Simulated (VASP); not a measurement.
**GW on SnSe2**

Wanted: how far GW moves the Kohn-Sham levels of SnSe2. The cell is of the CdI2 type, one of the forms listed for this formula. The start is a cell from a database of measured crystal structures.

Calculated with VASP 6.6.1; LDA; plane waves and PAW (Sn_d, Se), in the first sound run; inputs show where later runs differ.

## Step 1: Set-up

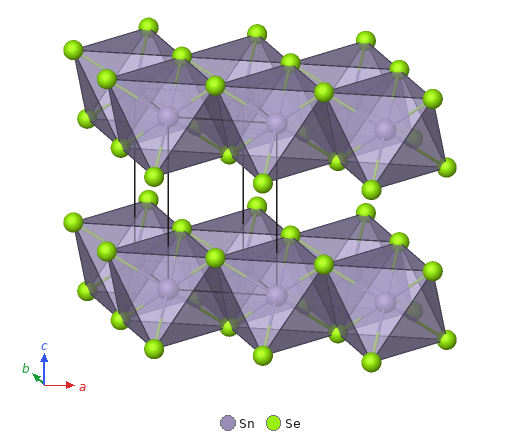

The starting structure, seen slightly off an axis (tin purple, selenium green). 2×1×1 cells are drawn. Some periodic images of atoms are drawn too.

Structure file:

```cif
data_structure
_symmetry_space_group_name_H-M 'P-3m1'
_symmetry_Int_Tables_number 164
_cell_length_a 3.8110
_cell_length_b 3.8110
_cell_length_c 6.1360
_cell_angle_alpha 90.000
_cell_angle_beta 90.000
_cell_angle_gamma 120.000
_cell_volume 77.18
loop_
_atom_site_label
_atom_site_type_symbol
_atom_site_symmetry_multiplicity
_atom_site_Wyckoff_symbol
_atom_site_fract_x
_atom_site_fract_y
_atom_site_fract_z
_atom_site_occupancy
Sn1 Sn 1 a 0.00000 0.00000 0.00000 1
Se1 Se 2 d 0.66667 0.33333 0.75100 1
```

## Step 2: Relaxation

The atoms are relaxed first inside the given cell, which is kept (ISIF = 2), since band edges depend on the positions.

Contents of INCAR:

```
SYSTEM = SnSe2
PREC = Accurate
ENCUT = 400
EDIFF = 1E-06
NELM = 100
ISMEAR = 0
SIGMA = 0.05
LREAL = .FALSE.
ALGO = Normal
GGA = CA
NBANDS = 19
LWAVE = .FALSE.
LCHARG = .FALSE.
KPAR = 4
IBRION = 2
NSW = 60
ISIF = 2
EDIFFG = -0.01
```

Contents of POSCAR:

```
SnSe2
1.0
    3.8110000000      0.0000000000      0.0000000000
   -1.9055000000      3.3004228138      0.0000000000
    0.0000000000      0.0000000000      6.1360000000
Sn Se
1 2
Direct
    0.0000000000      0.0000000000      0.0000000000
    0.6666666667      0.3333333333      0.7510000000
    0.3333333333      0.6666666667      0.2490000000
```

Contents of KPOINTS:

```
Automatic mesh
0
Gamma
6 6 4
0 0 0
```

PAW data sets: Sn_d and Se (PBE family, release 64).

Command:

```console
mpirun -np 4 vasp_std
```

Output:

```text
[banner, memory and clock lines left out]
running    4 mpi-ranks, on    1 nodes
 distrk:  each k-point on    1 cores,    4 groups
 distr:  one band on    1 cores,    1 groups

 POSCAR found type information on POSCAR SnSe
 POSCAR found :  2 types and       3 ions
|                                                                             |
|               ----> ADVICE to this user running VASP <----                  |
|                                                                             |
|     You enforced a specific xc type in the INCAR file but a different       |
|     [... a line on the potential file left out ...]
|     I HOPE YOU KNOW WHAT YOU ARE DOING!                                     |
|                                                                             |

 LDA part: xc-table for (Slater(with rela. corr.)+CA(PZ))
 , standard interpolation
 POSCAR, INCAR and KPOINTS ok, starting setup
 FFT: planning ... GRIDC
 FFT: planning ... GRID_SOFT
 FFT: planning ... GRID
 WAVECAR not read
 entering main loop
       N       E                     dE             d eps       ncg     rms          rms(c)
DAV:   1     0.180973941734E+03    0.18097E+03   -0.10837E+04   940   0.129E+03
DAV:   2     0.579737016230E+01   -0.17518E+03   -0.17020E+03  1010   0.337E+02
DAV:   3    -0.134865960801E+02   -0.19284E+02   -0.18793E+02  1114   0.107E+02
DAV:   4    -0.141310442708E+02   -0.64445E+00   -0.64304E+00  1080   0.210E+01
DAV:   5    -0.141461519817E+02   -0.15108E-01   -0.15107E-01  1275   0.330E+00    0.503E+00
DAV:   6    -0.138462895184E+02    0.29986E+00   -0.57025E-01  1360   0.911E+00    0.316E+00
DAV:   7    -0.138099340059E+02    0.36356E-01   -0.16915E-01  1141   0.302E+00    0.900E-01
DAV:   8    -0.138065839631E+02    0.33500E-02   -0.12117E-02  1193   0.112E+00    0.284E-01
DAV:   9    -0.138063344130E+02    0.24955E-03   -0.11419E-03  1002   0.254E-01    0.778E-02
DAV:  10    -0.138063287262E+02    0.56868E-05   -0.10043E-04  1257   0.608E-02    0.281E-02
DAV:  11    -0.138063320444E+02   -0.33183E-05   -0.10724E-05  1019   0.231E-02    0.412E-03
DAV:  12    -0.138063317453E+02    0.29909E-06   -0.90908E-07   597   0.876E-03
   1 F= -.13806332E+02 E0= -.13806332E+02  d E =-.138063E+02
 curvature:   0.00 expect dE= 0.000E+00 dE for cont linesearch  0.000E+00
 trial: gam= 0.00000 g(F)=  0.262E-01 g(S)=  0.000E+00 ort = 0.000E+00 (trialstep = 0.100E+01)
 search vector abs. value=  0.262E-01
 bond charge predicted
       N       E                     dE             d eps       ncg     rms          rms(c)
DAV:   1    -0.138220240332E+02   -0.15692E-01   -0.10781E+00   924   0.443E+00    0.270E-01
DAV:   2    -0.138263393749E+02   -0.43153E-02   -0.51079E-02  1071   0.113E+00    0.104E-01
DAV:   3    -0.138262277560E+02    0.11162E-03   -0.51172E-04  1116   0.160E-01    0.698E-02
DAV:   4    -0.138261824493E+02    0.45307E-04   -0.12061E-04  1026   0.630E-02    0.268E-02
DAV:   5    -0.138261781671E+02    0.42821E-05   -0.23176E-05  1015   0.271E-02    0.870E-03
DAV:   6    -0.138261779892E+02    0.17788E-06   -0.11135E-06   606   0.894E-03
   2 F= -.13826178E+02 E0= -.13826178E+02  d E =-.198462E-01
 trial-energy change:   -0.019846  1 .order   -0.019850   -0.026185   -0.013515
 step:   2.0667(harm=  2.0667)  dis= 0.05194  next Energy=   -13.833390 (dE=-0.271E-01)
 bond charge predicted
       N       E                     dE             d eps       ncg     rms          rms(c)
DAV:   1    -0.138289012386E+02   -0.27231E-02   -0.12237E+00   918   0.471E+00    0.287E-01
DAV:   2    -0.138337894803E+02   -0.48882E-02   -0.57744E-02  1079   0.119E+00    0.107E-01
DAV:   3    -0.138336646443E+02    0.12484E-03   -0.57435E-04  1108   0.168E-01    0.715E-02
DAV:   4    -0.138336162652E+02    0.48379E-04   -0.13124E-04  1029   0.643E-02    0.281E-02
DAV:   5    -0.138336112333E+02    0.50320E-05   -0.25008E-05   999   0.277E-02    0.898E-03
DAV:   6    -0.138336110543E+02    0.17898E-06   -0.12646E-06   633   0.942E-03
   3 F= -.13833611E+02 E0= -.13833611E+02  d E =-.272793E-01
 curvature:  -1.03 expect dE=-0.892E-05 dE for cont linesearch -0.892E-05
 trial: gam=-0.01782 g(F)=  0.863E-05 g(S)=  0.000E+00 ort = 0.475E-03 (trialstep = 0.121E+01)
 search vector abs. value=  0.294E-08
 reached required accuracy - stopping structural energy minimisation
```

It took 10 s on 4 MPI ranks of AMD EPYC 7R43, shared host; peak memory 0.54 GiB.

The logs omit lines about the potential files and the build; timing stands in the text.

From OUTCAR (step 2):

```text
ion  position               nearest neighbor table
   1  0.000  0.000  0.000-   2 2.68   3 2.68   3 2.68   2 2.68   2 2.68   3 2.68
   2  0.667  0.333  0.751-   1 2.68   1 2.68   1 2.68
   3  0.333  0.667  0.249-   1 2.68   1 2.68   1 2.68

  LATTYP: Found a hexagonal cell.
 ALAT       =     3.8110000000
 C/A-ratio  =     1.6100760955

 Subroutine GETGRP returns: Found 12 space group operations
 (whereof 12 operations were pure point group operations)

The static configuration has the point symmetry D_3d.

 Found     24 irreducible k-points:

   k-points           NKPTS =     24   k-points in BZ     NKDIM =     24   number of bands    NBANDS=     19

   dimension x,y,z NGX =    28 NGY =   28 NGZ =   40
   dimension x,y,z NGXF=    56 NGYF=   56 NGZF=   80

   ENCUT  =  400.0 eV  29.40 Ry    5.42 a.u.   6.21  6.21 10.01*2*pi/ulx,y,z

   NELECT =      26.0000    total number of electrons

 k-points in reciprocal lattice and weights: Automatic mesh
   0.00000000  0.00000000  0.00000000       0.007
   0.16666667 -0.00000000  0.00000000       0.042
   0.33333333  0.00000000  0.00000000       0.042
   0.50000000  0.00000000  0.00000000       0.021
   0.16666667  0.16666667  0.00000000       0.042
   0.33333333  0.16666667  0.00000000       0.083
   0.33333333  0.33333333  0.00000000       0.014
   0.00000000  0.00000000  0.25000000       0.014
   0.16666667 -0.00000000  0.25000000       0.042
[...]
0.33333333  0.16666667  0.50000000       0.083
   0.33333333  0.33333333  0.50000000       0.014

 average (electrostatic) potential at core
       1-102.4245       2 -53.2579       3 -53.2579

 E-fermi :   4.1921

 k-point     1 :       0.0000    0.0000    0.0000
  band No.  band energies     occupation
    ...
      9       3.3497      2.00000
     10       3.3497      2.00000
     11       3.6126      2.00000
     12       3.6126      2.00000
     13       3.8481      2.00000
     14       4.7504      0.00000
     15       6.8619      0.00000
     16       8.4912      0.00000
     17       8.4912      0.00000
     18      11.9723      0.00000
    ...

 k-point     2 :       0.1667   -0.0000    0.0000
  band No.  band energies     occupation
    ...
      9       1.2886      2.00000
     10       2.3569      2.00000
     11       2.5305      2.00000
     12       3.8775      2.00000
     13       3.8867      2.00000
     14       6.0707      0.00000
     15       7.4964      0.00000
     16       8.5796      0.00000
     17       8.8927      0.00000
     18      11.0361      0.00000
    ...

 k-point     3 :       0.3333    0.0000    0.0000
  band No.  band energies     occupation
    ...
      9      -0.1274      2.00000
     10       0.9761      2.00000
     11       1.7017      2.00000
     12       3.2586      2.00000
     13       3.7743      2.00000
     14       5.3568      0.00000
     15       7.6803      0.00000
     16       9.1341      0.00000
     17       9.4652      0.00000
     18      10.2638      0.00000
    ...

  Total       -0.3431163     -0.3431163     -0.4846363     -0.0000000      0.0000000      0.0000000
  in kB       -7.1229198     -7.1229198    -10.0608028     -0.0000000      0.0000000      0.0000000
  external PRESSURE =      -8.1022141 kB  Pullay stress =       0.0000000 kB

  energy-cutoff  :      400.00
  volume of cell :       77.18
      direct lattice vectors                 reciprocal lattice vectors
     3.811000000  0.000000000  0.000000000     0.262398321  0.151495741  0.000000000
    -1.905500000  3.300422814  0.000000000     0.000000000  0.302991482  0.000000000
     0.000000000  0.000000000  6.136000000     0.000000000  0.000000000  0.162972621

 POSITION                                       TOTAL-FORCE (eV/Angst)
 -----------------------------------------------------------------------------------
      0.00000      0.00000      0.00000         0.000000      0.000000      0.000000
      1.90550      1.10014      4.55620        -0.000000     -0.000000     -0.009456
     -0.00000      2.20028      1.57980         0.000000      0.000000      0.009456
 -----------------------------------------------------------------------------------
    total drift:                               -0.000000     -0.000000      0.000000

  FREE ENERGIE OF THE ION-ELECTRON SYSTEM (eV)
  ---------------------------------------------------
  free  energy   TOTEN  =       -13.8336110543 eV

  energy  without entropy=      -13.8336110543  energy(sigma->0) =      -13.83361105

 reached required accuracy - stopping structural energy minimisation

[... 3 further parts left out ...]
```

CONTCAR:

```
SnSe2
   1.00000000000000
     3.8109999999999999    0.0000000000000000    0.0000000000000000
    -1.9055000000000000    3.3004228138000000    0.0000000000000000
     0.0000000000000000    0.0000000000000000    6.1360000000000001
  Sn              Se
     1     2
Direct
     0.0000000000000000    0.0000000000000000    0.0000000000000000
     0.6666666667000030    0.3333333332999970    0.7425351584812472
     0.3333333332999970    0.6666666667000030    0.2574648415187528
```

The PAW data sets were made with PBE, though LDA sets exist; this is a small mismatch. The run keeps the 12 symmetry operations of its start, so it cannot find a distortion of lower symmetry.

Relaxation path:

| step | energy less that of the first step (eV) | largest force (eV/Å) |
| --- | --- | --- |
| 1 | 0.0000 | 0.5210 |
| 2 | -0.0198 | 0.2689 |
| 3 | -0.0273 | 0.0095 |

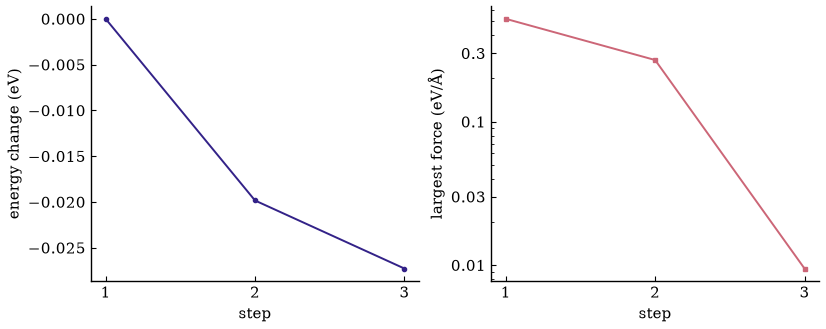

Energy and largest force along the relaxation.

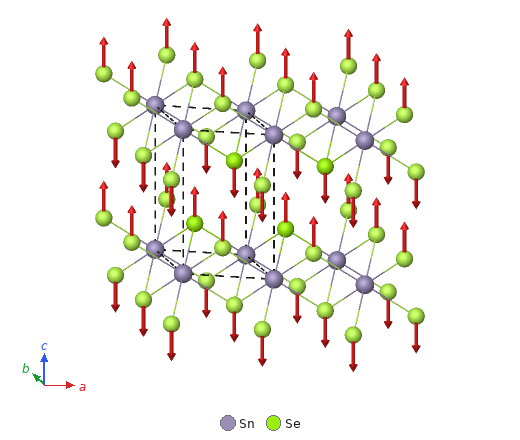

Displacements in the relaxation, exaggerated; the longest in the cell stands for 0.05 Å. 2×1×1 cells are drawn. Some periodic images of atoms are drawn too.

The atoms that moved most (Å):

| atom | dx | dy | dz | length |
| --- | --- | --- | --- | --- |
| Se2 | 0.000 | 0.000 | -0.052 | 0.052 |
| Se3 | 0.000 | 0.000 | 0.052 | 0.052 |

The relaxed structure:

```xyz
3
Lattice="3.8110 0.0000 0.0000 -1.9055 3.3004 0.0000 0.0000 0.0000 6.1360" Properties=species:S:1:pos:R:3 pbc="T T T"
Sn    0.0000    0.0000    0.0000
Se    1.9055    1.1001    4.5562
Se    0.0000    2.2003    1.5798
```

Numbers from this step:

| Quantity | Value |
| --- | --- |
| free energy (TOTEN) | -13.83 eV |
| Fermi energy | 4.192 eV |
| pressure | -0.8102 GPa |

At LDA, with these data sets, the largest force is down to 0.0095 eV/Å.

(Continued in part 2 of 5.)

[Lines on the potential files, build, host, timing and source positions are cut from VASP's logs without a mark.]

[Logs are printed without paths, hosts, clocks, repeated set-up lines and the standing remarks that a program may print on its own settings, such as how far it seeks lower states.]

[Hosts, paths, dates, database ids (printed as entryN), source tags and the programs' standing remarks are cut or masked in the printed files.]

[Pressures printed for these runs are not shown converged in the cutoff: they can be off by several GPa and have the wrong sign.]
